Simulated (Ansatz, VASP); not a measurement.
# P in two plane-wave programs

Aim: how closely do two programs agree when they are given the same cell, functional and k mesh?

Calculated with Ansatz 0.2.0; plane waves, with VASP 6.6.1 beside it; band structure at HSE06 and band structure at PBE0.

## 1. The starting structure

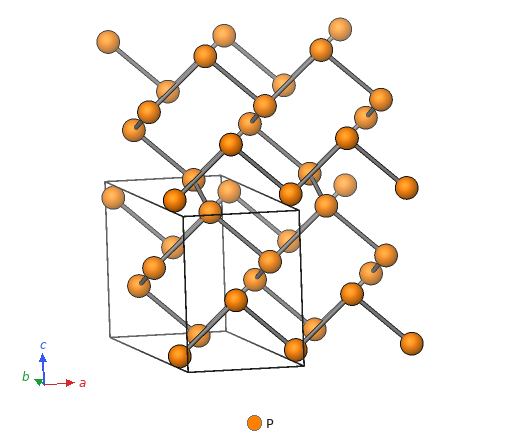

The cell as given, slightly off an axis (phosphorus orange). 2×1×2 cells are drawn. This picture shows the conventional cell, with its axes. Some periodic images of atoms are drawn too.

Coordinates:

```cif
data_structure
_symmetry_space_group_name_H-M 'Cmce'
_symmetry_Int_Tables_number 64
_cell_length_a 3.3164
_cell_length_b 10.4840
_cell_length_c 4.3793
_cell_angle_alpha 90.000
_cell_angle_beta 90.000
_cell_angle_gamma 90.000
_cell_volume 152.26
loop_
_atom_site_label
_atom_site_type_symbol
_atom_site_symmetry_multiplicity
_atom_site_Wyckoff_symbol
_atom_site_fract_x
_atom_site_fract_y
_atom_site_fract_z
_atom_site_occupancy
P1 P 8 f 0.00000 0.60162 0.41932 1
```

## 2. VASP: band structure, HSE06

The same path points are solved in both programs, so levels can be compared one by one.

Lines of VASP's logs that name or quote its potential files are left out, and so is its time.

INCAR reads:

```
SYSTEM = P
PREC = Accurate
ENCUT = 350
EDIFF = 1E-06
NELM = 100
ISMEAR = 0
SIGMA = 0.03
LREAL = .FALSE.
ALGO = Normal
LHFCALC = .TRUE.
AEXX = 0.25
GGA = PE
HFSCREEN = 0.2
LASPH = .TRUE.
NBANDS = 16
PRECFOCK = Fast
LORBIT = 11
LWAVE = .FALSE.
LCHARG = .FALSE.
KPAR = 8
```

POSCAR reads:

```
P
1.0
    1.6582000000     -5.2420000000      0.0000000000
    1.6582000000      5.2420000000      0.0000000000
    0.0000000000      0.0000000000      4.3793000000
P
4
Direct
    0.3983800000      0.6016200000      0.4193200000
    0.1016200000      0.8983800000      0.9193200000
    0.6016200000      0.3983800000      0.5806800000
    0.8983800000      0.1016200000      0.0806800000
```

KPOINTS reads:

```
Automatic mesh
0
Gamma
5 5 3
0 0 0
```

KPOINTS_OPT reads:

```
Line mode
10
Line-mode
Reciprocal
  0.00000000   0.00000000   0.00000000 GAMMA
  0.27501611   0.27501611   0.00000000 X

  0.27501611   0.27501611   0.00000000 X
  0.00000000   0.50000000   0.00000000 S

  0.00000000   0.50000000   0.00000000 S
  0.00000000   0.50000000   0.50000000 R

  0.00000000   0.50000000   0.50000000 R
  0.27501611   0.27501611   0.50000000 A

  0.27501611   0.27501611   0.50000000 A
  0.00000000   0.00000000   0.50000000 Z

  0.00000000   0.00000000   0.50000000 Z
  0.00000000   0.00000000   0.00000000 GAMMA

  0.00000000   0.00000000   0.00000000 GAMMA
 -0.50000000   0.50000000   0.00000000 Y

 -0.50000000   0.50000000   0.00000000 Y
 -0.27501611   0.72498389   0.00000000 X1

 -0.27501611   0.72498389   0.00000000 X1
 -0.27501611   0.72498389   0.50000000 A1

 -0.27501611   0.72498389   0.50000000 A1
 -0.50000000   0.50000000   0.50000000 T

 -0.50000000   0.50000000   0.50000000 T
 -0.50000000   0.50000000   0.00000000 Y

  0.00000000   0.00000000   0.50000000 Z
 -0.50000000   0.50000000   0.50000000 T
```

The projector-augmented-wave data sets are P (PBE family, release 64).

Run with:

```console
$ mpirun -np 8 vasp_std
```

Numbers of over 12 decimals in the logs are rounded to 6 here.

Log:

```text
[banner, memory and clock lines left out]
running    8 mpi-ranks, on    1 nodes
 distrk:  each k-point on    1 cores,    8 groups
 distr:  one band on    1 cores,    1 groups

 POSCAR found type information on POSCAR P
 POSCAR found :  1 types and       4 ions
|                                                                             |
|           W    W    AA    RRRRR   N    N  II  N    N   GGGG   !!!           |
|           W    W   A  A   R    R  NN   N  II  NN   N  G    G  !!!           |
|           W    W  A    A  R    R  N N  N  II  N N  N  G       !!!           |
|           W WW W  AAAAAA  RRRRR   N  N N  II  N  N N  G  GGG   !            |
|           WW  WW  A    A  R   R   N   NN  II  N   NN  G    G                |
|           W    W  A    A  R    R  N    N  II  N    N   GGGG   !!!           |
|                                                                             |
|     For optimal performance we recommend to set                             |
|       NCORE = 2 up to number-of-cores-per-socket                            |
|     NCORE specifies how many cores store one orbital (NPAR=cpu/NCORE).      |
|     This setting can greatly improve the performance of VASP for DFT.       |
|     The default, NCORE=1 might be grossly inefficient on modern             |
|     multi-core architectures or massively parallel machines. Do your        |
|     Unfortunately you need to use the default for GW and RPA                |
|     calculations (for HF NCORE is supported but not extensively tested      |
|     yet).                                                                   |
|                                                                             |

 LDA part: xc-table for (Slater+PW92), standard interpolation
 found WAVECAR, reading the header
 POSCAR, INCAR and KPOINTS ok, starting setup
 FFT: planning ... GRIDC
 FFT: planning ... GRID_SOFT
 FFT: planning ... GRID
 reading WAVECAR
 the WAVECAR file was read successfully
 initial charge from wavefunction
 entering main loop
       N       E                     dE             d eps       ncg     rms          rms(c)
DAV:   1    -0.257493671040E+02   -0.25749E+02   -0.16351E+00   584   0.874E+00    0.432E+00
DAV:   2    -0.257642148643E+02   -0.14848E-01   -0.55226E-02   752   0.131E+00    0.282E+00
DAV:   3    -0.257614667876E+02    0.27481E-02   -0.30854E-03   752   0.328E-01    0.164E+00
DAV:   4    -0.257603551767E+02    0.11116E-02   -0.75129E-04   720   0.165E-01    0.915E-01
DAV:   5    -0.257600066462E+02    0.34853E-03   -0.21247E-04   752   0.882E-02    0.512E-01
DAV:   6    -0.257598968725E+02    0.10977E-03   -0.59673E-05   720   0.490E-02    0.286E-01
DAV:   7    -0.257598630589E+02    0.33814E-04   -0.20738E-05   696   0.293E-02    0.158E-01
DAV:   8    -0.257598534467E+02    0.96122E-05   -0.67917E-06   680   0.170E-02    0.875E-02
DAV:   9    -0.257598510209E+02    0.24258E-05   -0.19595E-06   472   0.953E-03    0.494E-02
DAV:  10    -0.257598504555E+02    0.56547E-06   -0.83564E-07   416   0.645E-03
   1 F= -.25759850E+02 E0= -.25759850E+02  d E =-.200355E-24
 Start KPOINTS_OPT (optional k-point list driver)
k-point batch [1-18\120]
       N       E                     dE             ncg
DAV:   1     0.865946484550E+03   -0.64922E+04      576
DAV:   2    -0.326889339404E+03   -0.11928E+04      776
DAV:   3    -0.444150398140E+03   -0.11726E+03      720
DAV:   4    -0.445951317542E+03   -0.18009E+01      744
DAV:   5    -0.445977078107E+03   -0.25761E-01      728
DAV:   6    -0.445977528105E+03   -0.45000E-03      728
DAV:   7    -0.445977538865E+03   -0.10760E-04      712
DAV:   8    -0.445977539170E+03   -0.30582E-06      568
[...]
k-point batch [109-120\120]
       N       E                     dE             ncg
DAV:   1     0.260167223605E+04   -0.33820E+04      384
DAV:   2     0.174592297754E+04   -0.85575E+03      520
DAV:   3     0.165878367000E+04   -0.87139E+02      504
DAV:   4     0.165696195699E+04   -0.18217E+01      504
DAV:   5     0.165693163327E+04   -0.30324E-01      488
DAV:   6     0.165693095950E+04   -0.67377E-03      488
DAV:   7     0.165693094083E+04   -0.18674E-04      440
DAV:   8     0.165693094022E+04   -0.60518E-06      384
```

From OUTCAR (step 2):

```text
ion  position               nearest neighbor table
   1  0.398  0.602  0.419-   4 2.22   4 2.22   3 2.24
   2  0.102  0.898  0.919-   3 2.22   3 2.22   4 2.24
   3  0.602  0.398  0.581-   2 2.22   2 2.22   1 2.24
   4  0.898  0.102  0.081-   1 2.22   1 2.22   2 2.24

  LATTYP: Found a base centered orthorhombic cell.
 ALAT       =     3.3164000000
 B/A-ratio  =     3.1612591967
 C/A-ratio  =     1.3204981305

 Subroutine GETGRP returns: Found  8 space group operations
 (whereof  4 operations were pure point group operations)

The static configuration has the point symmetry C_2h.
 The point group associated with its full space group is D_2h.

 Found     18 irreducible k-points:

   k-points           NKPTS =     18   k-points in BZ     NKDIM =     75   number of bands    NBANDS=     16

   dimension x,y,z NGX =    36 NGY =   36 NGZ =   28
   dimension x,y,z NGXF=    72 NGYF=   72 NGZF=   56

   ENCUT  =  350.0 eV  25.72 Ry    5.07 a.u.   8.39  8.39  6.68*2*pi/ulx,y,z

   NELECT =      20.0000    total number of electrons

 k-points in reciprocal lattice and weights: Automatic mesh
   0.00000000  0.00000000  0.00000000       0.013
   0.20000000  0.00000000  0.00000000       0.053
   0.40000000  0.00000000  0.00000000       0.053
   0.20000000  0.20000000  0.00000000       0.027
   0.40000000  0.20000000  0.00000000       0.053
  -0.40000000  0.20000000  0.00000000       0.053
  -0.20000000  0.20000000  0.00000000       0.027
   0.40000000  0.40000000  0.00000000       0.027
  -0.40000000  0.40000000  0.00000000       0.027
[...]
0.40000000  0.40000000  0.33333333       0.053
  -0.40000000  0.40000000  0.33333333       0.053

  exchange ACFDT corr.  =         0.00000000  see jH, gK, PRB 81, 115126

 average (electrostatic) potential at core
       1 -79.5267       2 -79.5267       3 -79.5267       4 -79.5267

 E-fermi :   6.5624

 k-point     1 :       0.0000    0.0000    0.0000
  band No.  band energies     occupation
    ...
      6       1.1004      2.00000
      7       1.8419      2.00000
      8       3.1434      2.00000
      9       3.4686      2.00000
     10       4.7292      2.00000
     11       7.6602      0.00000
     12       8.0938      0.00000
     13       8.9785      0.00000
     14      10.2133      0.00000
     15      12.7331      0.00000
    ...

 k-point     2 :       0.2000    0.0000    0.0000
  band No.  band energies     occupation
    ...
      6       0.2745      2.00000
      7       1.2494      2.00000
      8       2.6978      2.00000
      9       3.3400      2.00000
     10       4.9485      2.00000
     11       7.9880      0.00000
     12       8.5528      0.00000
     13      10.1872      0.00000
     14      10.5585      0.00000
     15      11.1155      0.00000
    ...

 k-point     3 :       0.4000    0.0000    0.0000
  band No.  band energies     occupation
    ...
      6       0.3064      2.00000
      7       2.1698      2.00000
      8       2.7925      2.00000
      9       3.2433      2.00000
     10       3.9636      2.00000
     11       7.2218      0.00000
     12       8.0224      0.00000
     13       8.2694      0.00000
     14       9.1849      0.00000
     15       9.8287      0.00000
    ...

  energy-cutoff  :      350.00
  volume of cell :       76.13
      direct lattice vectors                 reciprocal lattice vectors
     1.658200000 -5.242000000  0.000000000     0.301531781 -0.095383441  0.000000000
     1.658200000  5.242000000  0.000000000     0.301531781  0.095383441  0.000000000
     0.000000000  0.000000000  4.379300000     0.000000000  0.000000000  0.228346996

 POSITION                                       TOTAL-FORCE (eV/Angst)
 -----------------------------------------------------------------------------------
      1.65820      1.06538      1.83633         0.000000     -0.274390     -0.201764
      1.65820      4.17662      4.02598         0.000000      0.274390     -0.201764
      1.65820     -1.06538      2.54297         0.000000      0.274390      0.201764
      1.65820     -4.17662      0.35332         0.000000     -0.274390      0.201764
 -----------------------------------------------------------------------------------
    total drift:                               -0.000000      0.000000      0.000000

  FREE ENERGIE OF THE ION-ELECTRON SYSTEM (eV)
  ---------------------------------------------------
  free  energy   TOTEN  =       -25.7598504555 eV

  energy  without entropy=      -25.7598504555  energy(sigma->0) =      -25.75985046

 total charge
# of ion       s       p       d       tot
------------------------------------------
    1        1.078   1.387   0.000   2.465
    2        1.078   1.387   0.000   2.465
    3        1.078   1.387   0.000   2.465
    4        1.078   1.387   0.000   2.465
--------------------------------------------------
tot          4.313   5.549   0.000   9.861

[... 3 further parts left out ...]
```

[end of part 1 of 3]

[Lines on the potential files, build, host, timing and source positions are cut from VASP's logs without a mark.]

[Logs are printed without paths, hosts, clocks, repeated set-up lines and the standing remarks that a program may print on its own settings, such as how far it seeks lower states.]

[Hosts, paths, dates, database ids (printed as entryN), source tags and the programs' standing remarks are cut or masked in the printed files.]
